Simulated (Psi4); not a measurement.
**singlet C2H6Ga+: levels of theory compared**

We compute a comparison of 6 runs (B2PLYP/6-31G*, B3LYP/6-31G*, BHLYP/6-31G*, M06-2X/6-31G*, M06-L/6-31G*, wB97M-V/6-31G*) of singlet C2H6Ga+. 

The calculation is run with Psi4 1.11.

## (1) Starting point

C2H6Ga+ has 9 atoms, charge +1, and is taken as a singlet. SMILES of the parent species: `C[Ga]C`. Geometry: relaxed at PBE0-D4/def2-TZVP. That shape belongs to the parent species and isn't relaxed for this state.

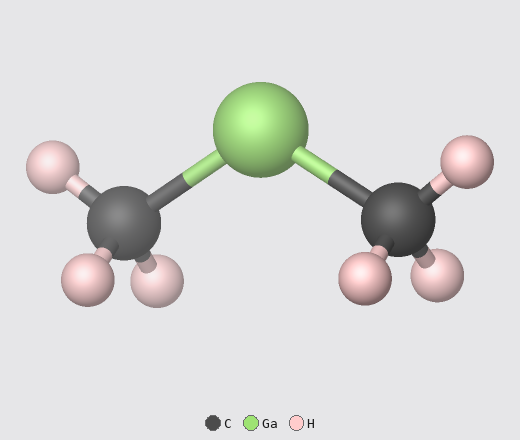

Viewed from a chosen angle; carbon dark grey, gallium green, hydrogen pink.

## (2) The energy at B2PLYP/6-31G(d) (density fitting for correlation, spherical functions) (run 1)

Input file c2h6ga.xyz:

```xyz
9
C2H6Ga
C     -1.246620     1.163020     0.175280
Ga     0.456630     0.385560     0.873010
C      1.273950    -1.139610    -0.126050
H     -2.014290     0.382510     0.177460
H     -1.092470     1.479700    -0.861100
H     -1.602690     2.011340     0.758180
H      2.201980    -1.496820     0.318200
H      1.469380    -0.822030    -1.155250
H      0.554120    -1.963680    -0.159730
```

Input file c2h6ga.py:

```python
import psi4

psi4.set_memory('2200 MB')
psi4.set_num_threads(1)
psi4.core.set_output_file('output.dat', False)

with open('c2h6ga.xyz') as f:
    atoms = ''.join(f.readlines()[2:])
mol = psi4.geometry('1 1\n' + atoms + 'symmetry c1\nno_reorient\nno_com')

options = {'puream': True, 'e_convergence': 1e-09, 'd_convergence': 1e-08, 'scf_type': 'pk', 'dft_radial_points': 99, 'dft_spherical_points': 590, 'num_frozen_docc': 11}
psi4.set_options(options)

e, wfn = psi4.energy("b2plyp/6-31G*", return_wfn=True)
print(f'total energy {e:.8f} hartree = {e * 27.211386:.5f} eV')
for k, v in sorted(psi4.core.scalar_variables().items()):
    print(f'{k:45s} {v:18.10f}')
```

Command:

```
python c2h6ga.py
```

output.dat:

```text
[...]
  Running in c1 symmetry.
[...]
  Nuclear repulsion =  167.444230096275078
[...]
  Multiplicity = 1
[...]
  Nalpha       = 24
  Nbeta        = 24
[...]
    Number of basis functions: 72
[...]
   @RKS iter   1: -2001.93202335059755   -2.58082e+00   3.82899e-02 DIIS/ADIIS
[...]
   @RKS iter  11: -2003.46758719105014   -2.04636e-12   6.06229e-09 DIIS
[...]
  @RKS Final Energy: -2003.46758719105014
   => Energetics <=
    Nuclear Repulsion Energy =            167.4442300962750778
    One-Electron Energy =               -3110.9470137950511344
    Two-Electron Energy =                 981.8625709750435817
    DFT Exchange-Correlation Energy =     -41.8273744673176608
    Empirical Dispersion Energy =           0.0000000000000000
    VV10 Nonlocal Energy =                  0.0000000000000000
    Total Energy =                      -2003.4675871910501428
[...]
 Multipole Moments:
 ------------------------------------------------------------------------------------
     Multipole            Electronic (a.u.)      Nuclear  (a.u.)        Total (a.u.)
 ------------------------------------------------------------------------------------
 L = 1.  Multiply by 2.5417464519 to convert [e a0] to [Debye]
 Dipole X            :        -25.4210628           26.1453814            0.7243186
 Dipole Y            :        -21.4681547           22.0792577            0.6111030
 Dipole Z            :        -48.5689358           49.9576502            1.3887144
 Magnitude           :                                                    1.6812531
[...]
```

The script printed:

```text
total energy -2003.63007346 hartree = -54521.55133 eV
B2PLYP DOUBLE-HYBRID CORRECTION ENERGY             -0.1624862645
B2PLYP TOTAL ENERGY                             -2003.6300734556
CURRENT ENERGY                                  -2003.6300734556
CURRENT REFERENCE ENERGY                        -2003.4675871911
DD SOLVATION ENERGY                                 0.0000000000
DFT FUNCTIONAL TOTAL ENERGY                     -2003.4675871911
DFT TOTAL ENERGY                                -2003.6300734556
DFT VV10 ENERGY                                     0.0000000000
DFT XC ENERGY                                     -41.8273744673
DOUBLE-HYBRID CORRECTION ENERGY                    -0.1624862645
GRID ELECTRONS ALPHA                               23.9999997380
GRID ELECTRONS BETA                                23.9999997380
GRID ELECTRONS TOTAL                               47.9999994761
NUCLEAR REPULSION ENERGY                          167.4442300963
ONE-ELECTRON ENERGY                             -3110.9470137951
PCM POLARIZATION ENERGY                             0.0000000000
PE ENERGY                                           0.0000000000
SCF ITERATION ENERGY                            -2003.4675871911
SCF ITERATIONS                                     11.0000000000
SCF TOTAL ENERGY                                -2003.4675871911
TWO-ELECTRON ENERGY                               981.8625709750
XC GRID RADIAL POINTS                              99.0000000000
XC GRID SPHERICAL POINTS                          590.0000000000
XC GRID TOTAL POINTS                           501179.0000000000
```

Run time: 19 s. Hardware: 1 thread of AMD EPYC 7R43 (Zen 3), shared host; peak memory 1.1 GiB.

## (3) The energy at B3LYP/6-31G(d) (spherical functions) (run 2)

Input file c2h6ga.json:

```json
{
 "schema_name": "qcschema_input",
 "schema_version": 1,
 "molecule": {
  "schema_name": "qcschema_molecule",
  "schema_version": 2,
  "symbols": ["C", "Ga", "C", "H", "H", "H", "H", "H", "H"],
  "geometry": [-2.35577038, 2.19778928, 0.3312312, 0.86290564, 0.7286028, 1.6497498, 2.4074166, -2.15355079, -0.23819998, -3.80645644, 0.72283914, 0.3353508, -2.0644691, 2.79622775, -1.62724317, -3.02864516, 3.80088174, 1.43275255, 4.16113913, -2.82857986, 0.60131085, 2.77672577, -1.55341157, -2.18310611, 1.04713504, -3.7108174, -0.30184595],
  "molecular_charge": 1,
  "molecular_multiplicity": 1,
  "fix_symmetry": "c1",
  "fix_com": true,
  "fix_orientation": true
 },
 "driver": "energy",
 "model": {
  "method": "b3lyp",
  "basis": "6-31G*"
 },
 "keywords": {
  "reference": "rks",
  "puream": true,
  "e_convergence": 1e-09,
  "d_convergence": 1e-08,
  "scf_type": "pk",
  "dft_radial_points": 99,
  "dft_spherical_points": 590,
  "scf_properties": ["DIPOLE", "QUADRUPOLE", "LOWDIN_CHARGES"]
 }
}
```

Command:

```
psi4 --qcschema c2h6ga.json -n 1 --memory 2200MB
```

stdout:

```text
[...]
  Running in c1 symmetry.
[...]
  Nuclear repulsion =  167.444230213032398
[...]
  Multiplicity = 1
[...]
  Nalpha       = 24
  Nbeta        = 24
[...]
    Number of basis functions: 72
[...]
   @RKS iter   1: -2002.37043479982049   -1.90038e+00   4.08514e-02 ADIIS/DIIS
[...]
   @RKS iter  12: -2004.15609780510727   -1.77351e-11   5.14618e-09 DIIS
[...]
  @RKS Final Energy: -2004.15609780510727
   => Energetics <=
    Nuclear Repulsion Energy =            167.4442302130323981
    One-Electron Energy =               -3110.5154723761661444
    Two-Electron Energy =                1009.6677784950977639
    DFT Exchange-Correlation Energy =     -70.7526341370711833
    Empirical Dispersion Energy =           0.0000000000000000
    VV10 Nonlocal Energy =                  0.0000000000000000
    Total Energy =                      -2004.1560978051072652
[...]
 Multipole Moments:
 ------------------------------------------------------------------------------------
     Multipole            Electronic (a.u.)      Nuclear  (a.u.)        Total (a.u.)
 ------------------------------------------------------------------------------------
 L = 1.  Multiply by 2.5417464519 to convert [e a0] to [Debye]
 Dipole X            :        -25.4920747           26.1453814            0.6533067
 Dipole Y            :        -21.5280922           22.0792575            0.5511653
 Dipole Z            :        -48.7049190           49.9576501            1.2527310
 Magnitude           :                                                    1.5165513
 L = 2.  Multiply by 1.3450342976 to convert [e a0^2] to [Debye ang]
 Quadrupole XX       :       -160.6698972          145.2002545          -15.4696426
 Quadrupole XY       :         81.5637836          -82.6866482           -1.1228646
[...]
```

The result, in JSON:

```text
{
 "driver": "energy",
 "model": {
  "method": "b3lyp",
  "basis": "6-31G*"
 },
 "success": true,
 "return_result": -2004.1560978051073,
 "properties": {
  "calcinfo_nbasis": 72,
  "calcinfo_nmo": 72,
  "calcinfo_nalpha": 24,
  "calcinfo_nbeta": 24,
  "calcinfo_natom": 9,
  "nuclear_repulsion_energy": 167.4442302130324,
  "return_energy": -2004.1560978051073,
  "scf_one_electron_energy": -3110.515472376166,
  "scf_two_electron_energy": 1009.6677784950978,
  "scf_xc_energy": -70.75263413707118,
  "scf_dipole_moment": [0.6533066821983766, 0.5511653205057812, 1.2527310484037102],
  "scf_total_energy": -2004.1560978051073,
  "scf_iterations": 12
 }
}
```

Wall time 18 s (1 thread of AMD EPYC 7R43 (Zen 3), shared host); peak memory 1.1 GiB.

## (4) Energy and gradient at BHLYP/6-31G(d) (spherical functions) (run 3)

c2h6ga.xyz is that of step 2.

Input file c2h6ga.py:

```python
import psi4

psi4.set_memory('2200 MB')
psi4.set_num_threads(1)
psi4.set_output_file('psi4.out', False)

with open('c2h6ga.xyz') as f:
    atoms = ''.join(f.readlines()[2:])
m = psi4.geometry('1 1\n' + atoms + 'symmetry c1\nno_reorient\nno_com')

psi4.set_options({
    'basis': '6-31G*',
    'puream': True,
    'e_convergence': 1e-09,
    'd_convergence': 1e-08,
    'scf_type': 'pk',
    'dft_radial_points': 99,
    'dft_spherical_points': 590,
})

energy_value, wavefunction = psi4.gradient("bhhlyp", return_wfn=True)
psi4.oeprop(wavefunction, "LOWDIN_CHARGES", "QUADRUPOLE", "MAYER_INDICES", title="BHHLYP")
print('gradient / Eh bohr^-1')
print(energy_value.np.round(6))
print(f'energy = {wavefunction.energy():.10f} Eh')
```

Command:

```
python c2h6ga.py
```

psi4.out:

```text
[...]
  Running in c1 symmetry.
[...]
  Nuclear repulsion =  167.444230096275078
[...]
  Multiplicity = 1
[...]
  Nalpha       = 24
  Nbeta        = 24
[...]
    Number of basis functions: 72
[...]
   @RKS iter   1: -2002.46367276549086   -2.53052e+00   3.85132e-02 DIIS/ADIIS
[...]
   @RKS iter  11: -2004.01781600279446   -1.81899e-12   6.85869e-09 DIIS
[...]
  @RKS Final Energy: -2004.01781600279446
   => Energetics <=
    Nuclear Repulsion Energy =            167.4442300962750778
    One-Electron Energy =               -3111.0381151917495117
    Two-Electron Energy =                 984.5257538476756736
    DFT Exchange-Correlation Energy =     -44.9496847549957863
    Empirical Dispersion Energy =           0.0000000000000000
    VV10 Nonlocal Energy =                  0.0000000000000000
    Total Energy =                      -2004.0178160027944614
[...]
  -Total Gradient:
     Atom            X                  Y                   Z
    ------   -----------------  -----------------  -----------------
       1        0.007312209472    -0.019372977431    -0.016546786691
       2        0.023423517042     0.019724667239     0.045217536480
       3       -0.022063693258     0.007056986950    -0.012822906764
       4       -0.008253449087     0.001959346501    -0.005379381318
       5       -0.009060390973     0.002006325647    -0.005291793127
       6        0.001489361693     0.002658252497     0.004210331899
       7        0.002989388141     0.001159289663     0.004094620040
       8        0.002004124518    -0.007798878893    -0.006650530507
       9        0.002160707721    -0.007391577554    -0.006827884516
[...]
```

The script printed:

```text
gradient / Eh bohr^-1
[[ 0.007312 -0.019373 -0.016547]
 [ 0.023424  0.019725  0.045218]
 [-0.022064  0.007057 -0.012823]
 [-0.008253  0.001959 -0.005379]
 [-0.00906   0.002006 -0.005292]
 [ 0.001489  0.002658  0.00421 ]
 [ 0.002989  0.001159  0.004095]
 [ 0.002004 -0.007799 -0.006651]
 [ 0.002161 -0.007392 -0.006828]]
energy = -2004.0178160028 Eh
```

Run time: 23 s. Hardware: 1 thread of AMD EPYC 7R43 (Zen 3), shared host; peak memory 1.1 GiB.

Runs 4 to 5 aren't shown in full; the table further down has their settings and results.

## (5) A single-point energy at wB97M-V/6-31G(d) (spherical functions) (run 6)

Input file c2h6ga.json:

```json
{
  "schema_name": "qcschema_input",
  "schema_version": 1,
  "molecule": {
    "schema_name": "qcschema_molecule",
    "schema_version": 2,
    "symbols": ["C", "Ga", "C", "H", "H", "H", "H", "H", "H"],
    "geometry": [-2.35577038, 2.19778928, 0.3312312, 0.86290564, 0.7286028, 1.6497498, 2.4074166, -2.15355079, -0.23819998, -3.80645644, 0.72283914, 0.3353508, -2.0644691, 2.79622775, -1.62724317, -3.02864516, 3.80088174, 1.43275255, 4.16113913, -2.82857986, 0.60131085, 2.77672577, -1.55341157, -2.18310611, 1.04713504, -3.7108174, -0.30184595],
    "molecular_charge": 1,
    "molecular_multiplicity": 1,
    "fix_symmetry": "c1"
  },
  "driver": "energy",
  "model": {
    "method": "wb97m-v",
    "basis": "6-31G*"
  },
  "keywords": {
    "puream": true,
    "e_convergence": 1e-09,
    "d_convergence": 1e-08,
    "scf_type": "pk",
    "dft_radial_points": 99,
    "dft_spherical_points": 590
  }
}
```

Command:

```
psi4 --qcschema c2h6ga.json -n 1 --memory 2200MB
```

stdout:

```text
[...]
  Running in c1 symmetry.
[...]
  Nuclear repulsion =  167.444230213032398
[...]
  Multiplicity = 1
[...]
  Nalpha       = 24
  Nbeta        = 24
[...]
    Number of basis functions: 72
[...]
   @RKS iter   1: -2002.27113650482102   -2.35394e+00   3.95993e-02 ADIIS/DIIS
[...]
   @RKS iter  12: -2003.93966031261675   -1.00044e-11   8.79006e-09 DIIS
[...]
  @RKS Final Energy: -2003.93966031261675
   => Energetics <=
    Nuclear Repulsion Energy =            167.4442302130323981
    One-Electron Energy =               -3110.4180606299964893
    Two-Electron Energy =                1007.2892051598769285
    DFT Exchange-Correlation Energy =     -68.4536873238788104
    Empirical Dispersion Energy =           0.0000000000000000
    VV10 Nonlocal Energy =                  0.1986522683492531
    Total Energy =                      -2003.9396603126167520
[...]
 Multipole Moments:
 ------------------------------------------------------------------------------------
     Multipole            Electronic (a.u.)      Nuclear  (a.u.)        Total (a.u.)
 ------------------------------------------------------------------------------------
 L = 1.  Multiply by 2.5417464519 to convert [e a0] to [Debye]
 Dipole X            :          3.2462558           -3.1510361            0.0952197
 Dipole Y            :          2.7407423           -2.6608883            0.0798540
 Dipole Z            :          6.2083500           -6.0217799            0.1865701
 Magnitude           :                                                    0.2241692
[...]
```

The result, in JSON:

```text
{
 "driver": "energy",
 "model": {
  "method": "wb97m-v",
  "basis": "6-31G*"
 },
 "success": true,
 "return_result": -2003.9396603126168,
 "properties": {
  "calcinfo_nbasis": 72,
  "calcinfo_nmo": 72,
  "calcinfo_nalpha": 24,
  "calcinfo_nbeta": 24,
  "calcinfo_natom": 9,
  "nuclear_repulsion_energy": 167.4442302130324,
  "return_energy": -2003.9396603126168,
  "scf_one_electron_energy": -3110.4180606299965,
  "scf_two_electron_energy": 1007.2892051598769,
  "scf_vv10_energy": 0.19865226834925315,
  "scf_xc_energy": -68.45368732387881,
  "scf_dipole_moment": [0.09521967542706111, 0.07985397878937128, 0.18657007163600614],
  "scf_total_energy": -2003.9396603126168,
  "scf_iterations": 12
 }
}
```

Run time: 4.1 min. Hardware: 1 thread of AMD EPYC 7R43 (Zen 3), shared host; peak memory 1.3 GiB.

## (6) All runs side by side

```csv
run,level,fitting correlation,frozen core orbitals,energy (Eh),HOMO energy (eV),LUMO energy (eV),HOMO–LUMO gap (eV),wall time
1,"B2PLYP/6-31G* (density fitting for correlation, spherical functions)",density fitting,11,-2003.630073,-14.46,-7.89,6.56,19 s
2,B3LYP/6-31G* (spherical functions),–,0,-2004.156098,-13.37,-9.29,4.08,18 s
3,BHLYP/6-31G* (spherical functions),–,0,-2004.017816,-14.55,-8.20,6.35,23 s
4,M06-2X/6-31G* (spherical functions),–,0,-2004.045005,-14.62,-8.38,6.24,35 s
5,M06-L/6-31G* (spherical functions),–,0,-2004.033442,-12.70,-9.84,2.86,54 s
6,wB97M-V/6-31G* (spherical functions),–,0,-2003.939660,-15.69,-7.03,8.66,4.1 min
```

## (7) What came out

| quantity | value |
| --- | --- |
| run 6: total energy | -2003.93966 Eh |
| run 6: HOMO energy | -15.69 eV |
| run 6: LUMO energy | -7.03 eV |
| run 6: HOMO–LUMO gap | 8.66 eV |

What this shows: The HOMO–LUMO gap runs from 2.86 eV (M06-L/6-31G*) to 8.66 eV (wB97M-V/6-31G*). Totals of different functionals can't be ranked against each other. All runs together took 6.6 min, the longest 4.1 min.
